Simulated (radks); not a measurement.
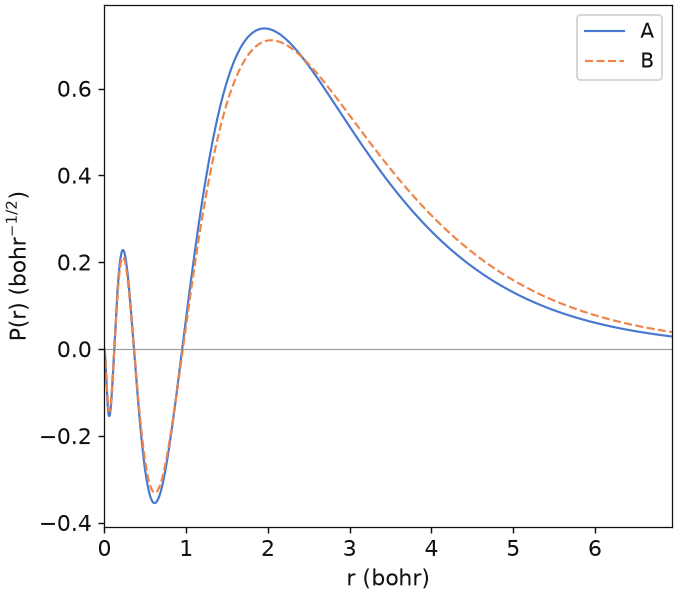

A free I atom was computed in two configurations: [Kr] 4d10 5s1 5p6 (high spin); [Kr] 4d9 5s2 5p6 (high spin). Level of theory: scalar-relativistic Kohn-Sham, r2SCAN, spin-polarised, spherical densities, finite nucleus. Computed with the in-house radial solver radks.

The plot shows P(r) = r R(r) of the 5p down orbital in both runs (large components where relativistic).

### Which curve belongs to which run?

A is [Kr] 4d9 5s2 5p6 (high spin) (⟨r⟩ = 2.35 bohr, eigenvalue −8.42 eV); B is [Kr] 4d10 5s1 5p6 (high spin) (⟨r⟩ = 2.48 bohr, eigenvalue −7.46 eV). The orbital is smaller where the other electrons screen the nucleus less.
